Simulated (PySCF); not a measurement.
**C7H13AlBN (SMILES CB(C)c1ccc[n+]([AlH3-])c1): density, localisation and related maps**

| atom | x (Å) | y (Å) | z (Å) |
| --- | --- | --- | --- |
| C | -2.9832 | -0.7454 | 0.2491 |
| B | -1.8296 | 0.3046 | 0.0473 |
| C | -2.0782 | 1.8525 | 0.1274 |
| C | -0.3882 | -0.2055 | -0.3129 |
| C | -0.1471 | -1.1313 | -1.3354 |
| C | 1.1419 | -1.5529 | -1.6165 |
| C | 2.1834 | -1.0512 | -0.8552 |
| N | 1.9679 | -0.1860 | 0.1225 |
| Al | 3.2409 | 0.6492 | 1.4018 |
| C | 0.7389 | 0.2262 | 0.3809 |
| H | -2.6337 | -1.7387 | 0.5207 |
| H | -3.7187 | -0.4302 | 0.9851 |
| H | -3.5277 | -0.8489 | -0.6912 |
| H | -3.0662 | 2.1307 | 0.4833 |
| H | -1.3399 | 2.3338 | 0.7665 |
| H | -1.9449 | 2.3069 | -0.8546 |
| H | -0.9767 | -1.5099 | -1.9146 |
| H | 1.3362 | -2.2603 | -2.4075 |
| H | 3.2155 | -1.3324 | -1.0099 |
| H | 4.5933 | 0.0612 | 0.8549 |
| H | 2.9027 | 2.1683 | 1.1262 |
| H | 2.6298 | 0.0594 | 2.7354 |
| H | 0.6790 | 0.9268 | 1.2067 |

Geometry: GFN2-xTB.

The calculation used PBE0/pcSseg-1, SCF density, gas phase, non-relativistic in PySCF.

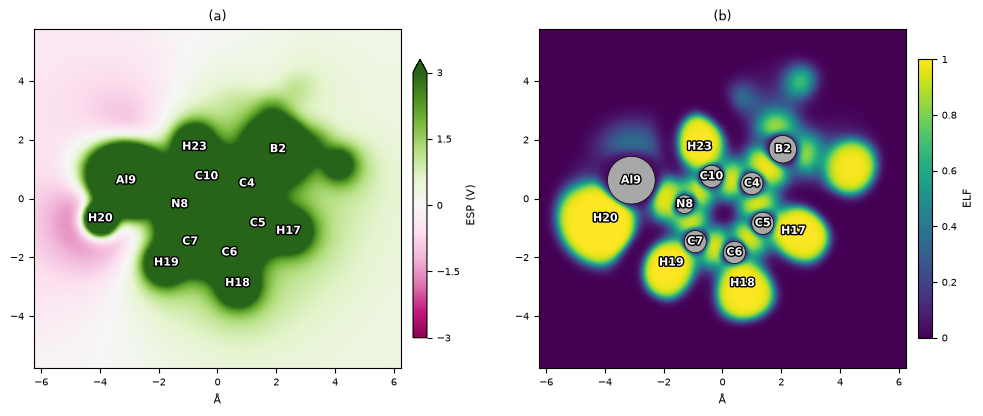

Figure 1. (a) molecular electrostatic potential; (b) electron localisation function on the plane of atoms C7, C6 and H18. Grey discs cover the atomic cores in the ELF map.

**Describe what can be read from this map.**

The plane passes through B, C, N, Al and H nuclei. C–N (1.32 Å): the ELF peaks at about 0.95 between the atoms; a covalent bond. C–C (1.38 Å): the ELF peaks at about 0.95 between the atoms: localised, covalent bonding. C–B (1.57 Å): the ELF peaks at about 1 between the atoms; a covalent bond. Al–N (1.99 Å): the ELF peaks at about 0.95 in the valence shell of N, 0.7 Å from its nucleus, and is about 0.70 at the midpoint. C–H (1.08 Å): the ELF climbs to about 1 towards the hydrogen, as it does in any bond to H: an ordinary covalent bond to hydrogen. Outside the dense part of the molecule the potential is most negative (−1.5 V) near H20.

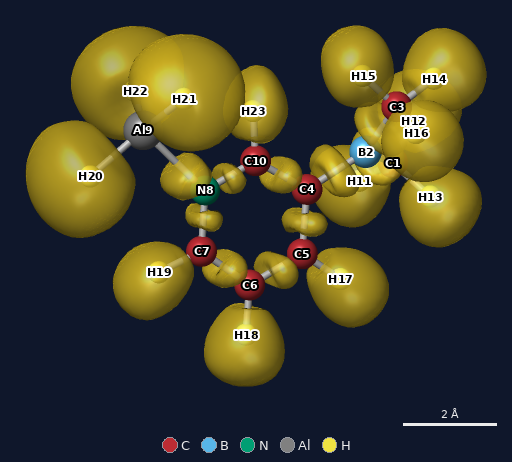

Figure 2. Isosurface of the electron localisation function at 0.8 (yellow), seen at a tilt. Only the valence region is drawn (cores and ρ < 0.01 e/Å³ removed).

**What do the ELF domains correspond to?**

The ELF exceeds this value in three regions between bonded B–C atoms (shared pairs), four regions between bonded C–C atoms (shared pairs), two regions between bonded C–N atoms (shared pairs), 13 regions around hydrogen nuclei and one lobe of the valence shell of N pointing towards Al.

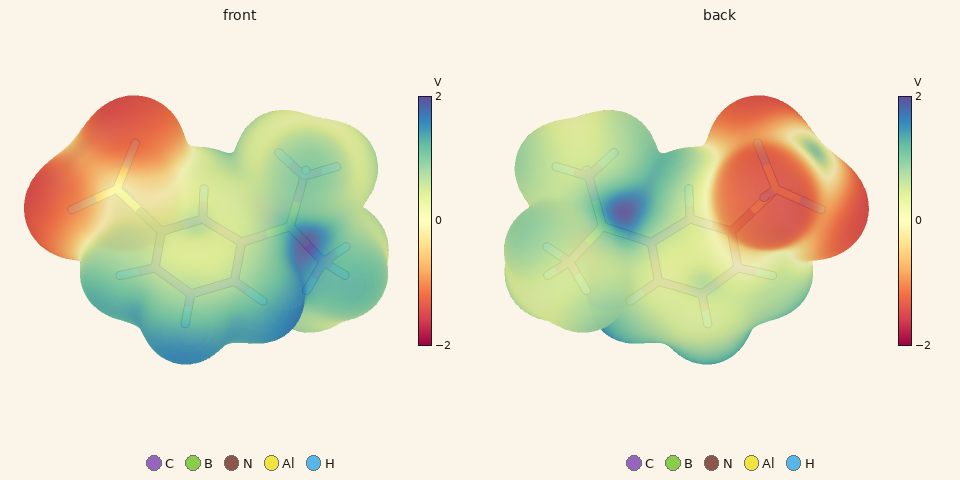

Figure 3. The molecular electrostatic potential painted on the density surface at 0.002 e/bohr³, seen from the front and from behind; the colour scale runs from red (negative) to blue (positive).

**Describe the electrostatic potential map.**

The most negative region (about −1.5 V, or −35 kcal/mol for a unit charge) lies over H20, H21 and H22, the most positive (about +1.9 V, or +44 kcal/mol for a unit charge) over B2.
